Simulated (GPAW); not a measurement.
Band structure of CsCaH3 (Pm-3m, 5 atoms in the cell).

```
CsCaH3
1.0
    4.62119     0.00000     0.00000
    0.00000     4.62119     0.00000
    0.00000     0.00000     4.62119
Cs Ca H
1 1 3
Direct
  0.00000   0.00000   0.00000
  0.50000   0.50000   0.50000
  0.50000   0.00000   0.50000
  0.00000   0.50000   0.50000
  0.50000   0.50000   0.00000
```

Level of theory: PBEsol, GPAW PAW datasets PBEsol (made by gpaw-setup) (plane waves; GPAW).

Settings: mode = pw; ecut = 800 eV; xc = PBEsol; kpts = 6 6 6; mesh shift (steps) = 0 0 0; occupations.name = fermi-dirac; occupations.width = 0.01 eV; nbands = -4; convergence.density = 1e-05 e/electron; convergence.bands = -2; symmetry.symmorphic = false; symmetry.tolerance = 0.0005; maxiter = 100; bandpath_npoints = 40.

The starting cell comes from a database of computed structures (which also holds hypothetical and non-ambient phases and stackings), without a prior relaxation at this level.

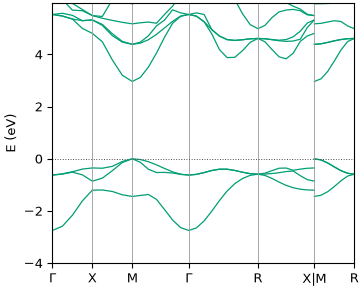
*Bands along the path, energies from the top of the valence band on the SCF mesh.*

Task: Read off roughly the gap and where its edges lie.

Result: The gap along the path is about 3.0 eV (computed: 2.96 eV), direct at M to within 0.01 eV.

Levels in eV from the top of the valence band on the SCF mesh, bands 8 to 15:
```csv
point,8,9,10,11,12,13,14,15
Γ,-6.84,-2.75,-0.62,-0.62,5.53,5.53,5.53,6.41
X,-6.80,-1.20,-0.86,-0.35,4.81,5.32,5.32,5.49
M,-6.76,-1.44,0.00,0.00,2.96,4.39,4.39,5.17
R,-7.13,-0.59,-0.59,-0.59,4.61,4.61,4.61,4.99
```
